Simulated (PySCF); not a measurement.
# C5H6F3Si (SMILES CC#C[Si](CF)C(F)F) (doublet): what the fields show

```yaml
atoms:
  - { symbol: C, position_ang: [3.3948, -0.2015, 0.0514] }
  - { symbol: C, position_ang: [1.9768, -0.0085, 0.2145] }
  - { symbol: C, position_ang: [0.7763, 0.1093, 0.3180] }
  - { symbol: Si, position_ang: [-0.9910, 0.4773, 0.6035] }
  - { symbol: C, position_ang: [-1.8745, 1.3971, -0.8360] }
  - { symbol: F, position_ang: [-1.3519, 2.6610, -1.0010] }
  - { symbol: C, position_ang: [-1.9093, -1.2297, 0.7905] }
  - { symbol: F, position_ang: [-3.1908, -1.0527, 1.2175] }
  - { symbol: F, position_ang: [-2.0083, -1.8427, -0.4278] }
  - { symbol: H, position_ang: [3.9307, 0.2668, 0.8768] }
  - { symbol: H, position_ang: [3.7233, 0.2486, -0.8849] }
  - { symbol: H, position_ang: [3.6275, -1.2659, 0.0348] }
  - { symbol: H, position_ang: [-2.9485, 1.5209, -0.6638] }
  - { symbol: H, position_ang: [-1.7267, 0.8737, -1.7876] }
  - { symbol: H, position_ang: [-1.4326, -1.9458, 1.4721] }
```

Geometry: GFN2-xTB.

The calculation used UKS B3LYP, pcH-1 on C F H Si, non-relativistic, mean-field spin-orbit, GIAO (PySCF 2.14.0, density-fitted response routines).

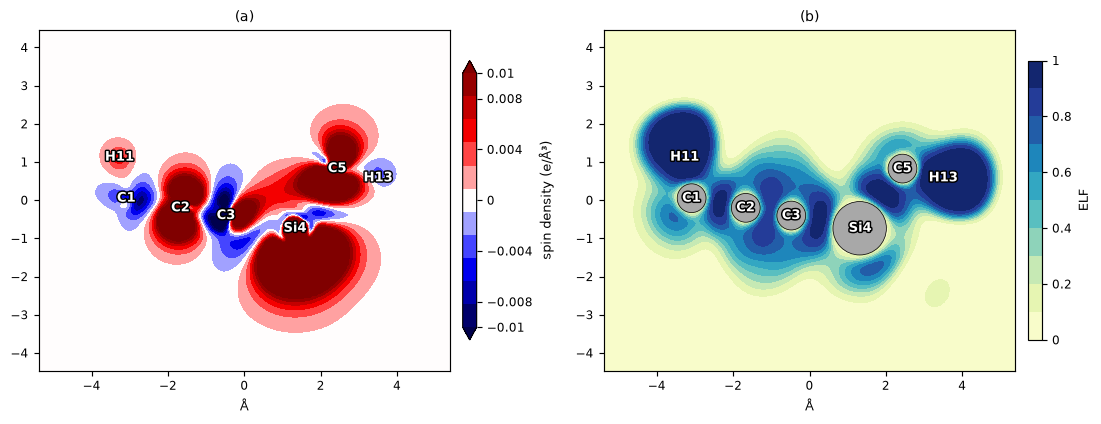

Figure 1. (a) spin density; (b) electron localisation function on the plane of atoms Si4, C5 and H13. Grey discs cover the atomic cores in the ELF map.

### Interpret the plot.

- The plane passes through C, Si and H nuclei.
- C–C (1.21 Å): the ELF peaks at about 0.85 between the atoms: a multiple bond.
- C–Si (1.83 Å): the ELF peaks at about 0.95 between the atoms, as expected for a covalent bond.
- C–H (1.09 Å): the ELF climbs to about 1 towards the hydrogen, as it does in any bond to H; a covalent bond by its length.
- C–Si (1.92 Å): the ELF peaks at about 1 between the atoms: a covalent bond.
- The unpaired spin (1 electron) lies mostly on Si4 (about 0.7) and C2 (about 0.1), in electrons by Hirshfeld's partition.

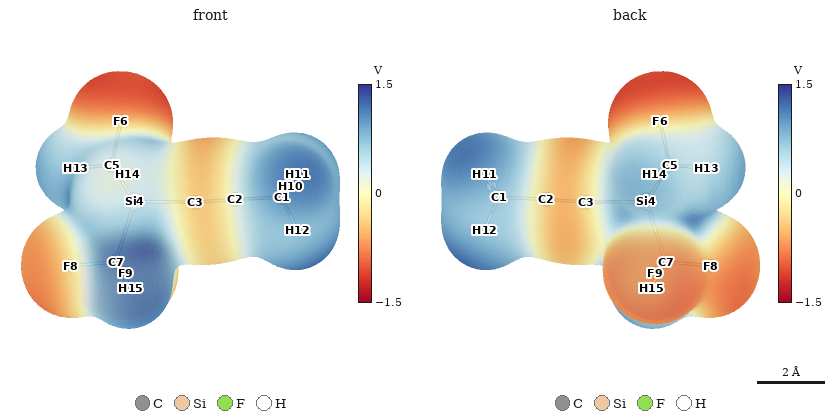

Figure 2. The molecular electrostatic potential painted on the density surface at 0.002 e/bohr³, seen from the front and from behind; red is negative and blue positive.

### Which sites attract a positive test charge, and which a negative one?

A positive charge is drawn to the negative regions and a negative charge to the positive ones. The most negative region (about −1.1 V) lies over F6, the most positive (about +1.2 V) over the C, H and Si atoms.
